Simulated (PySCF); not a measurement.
```xyz
12

N    -1.7354    2.3083    1.1519
C    -0.7916    1.7101    0.8901
C     0.3228    0.9399    0.5457
C     1.6490    1.1687    0.7721
O     2.4220    0.2059    0.2940
C     1.6210   -0.7059   -0.2736
C     0.3049   -0.3242   -0.1592
C    -0.8522   -1.0511   -0.6514
N    -2.0719   -0.7809   -0.5910
H     2.0701   -1.5703   -0.7221
H    -0.5806   -1.9810   -1.1513
H    -2.3568    0.0799   -0.1311
```

Geometry: GFN2-xTB.

The calculation used PySCF, UKS B3LYP, pcH-1 on C H N O, non-relativistic, mean-field spin-orbit, GIAO.

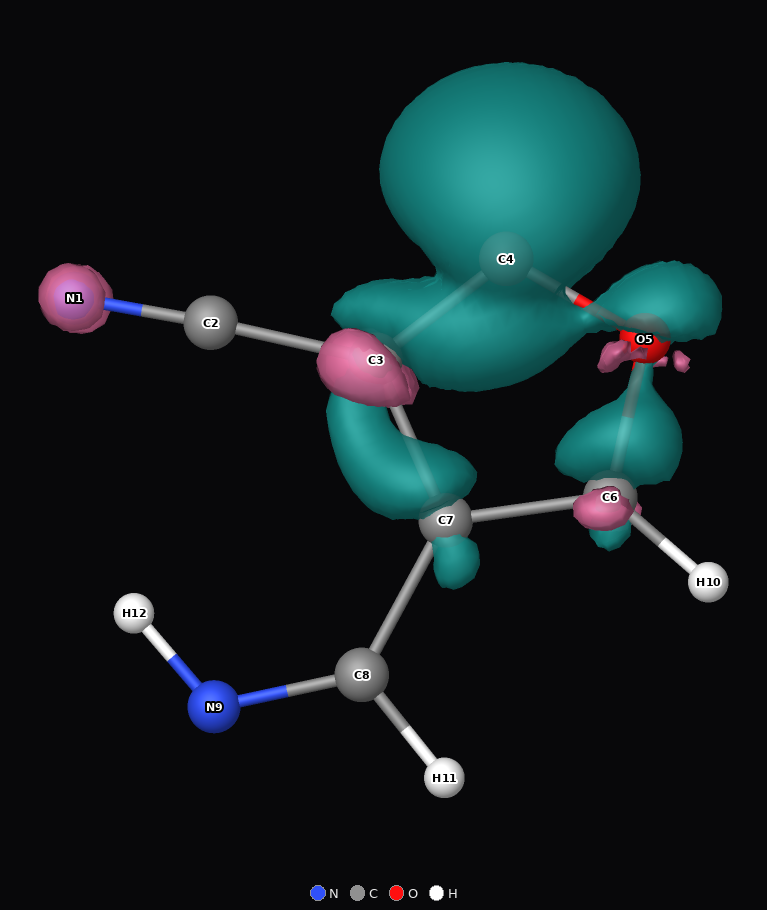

C6H3N2O (SMILES [H]/N=C\c1co[c]c1C#N) (doublet). Isosurfaces of the spin density at +0.02 (teal) and −0.02 e/Å³ (pink), seen across its widest extent.

### Which atoms carry the spin?

The unpaired spin (1 electron) lies mostly on C4 (about 0.8), in electrons by Hirshfeld's partition.
